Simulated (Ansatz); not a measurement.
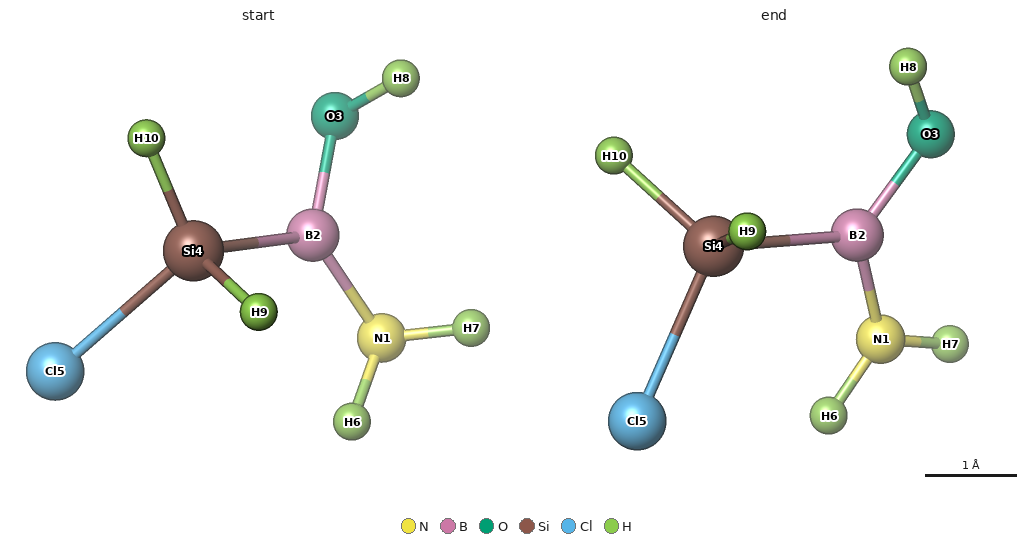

The structure of BSiNH5OCl (coarse preliminary run) before (left) and after (right) a relaxation, at one scale.

A ball-and-stick model, seen from a free direction.

The start comes from a force field.

All numbers below come from Ansatz, RKS PBE-D4/def2-SVP. Set-up: force threshold 0.03 eV/Å; at most 200 steps.

### Summarise the run.

After 18 accepted moves (19 points after the start) the energy has fallen by 35.4 kcal/mol. Largest force component: 4.2 eV/Å at the start, 0.0084 eV/Å at the end. The line search rejected the trial step at point 18 of the run. The atom that moves furthest after the best rigid fit is O3 (1.05 Å). By element the largest moves are O 1.05 Å, Cl 1.02 Å, H 0.98 Å, B 0.35 Å, N 0.19 Å, Si 0.07 Å. Near-neighbour distances that change, for instance: Si4–H10 1.400 → 1.508 Å, N1–H6 1.121 → 1.020 Å, N1–B2 1.497 → 1.405 Å, B2–Si4 1.966 → 2.041 Å. Among the angles between lasting bonds that change: B2–N1–H6 105.7° → 121.8°, B2–N1–H7 108.8° → 123.0°, H6–N1–H7 105.7° → 115.1°. Groups turn about B2–O3 by about 85°, B2–Si4 by about 60°.
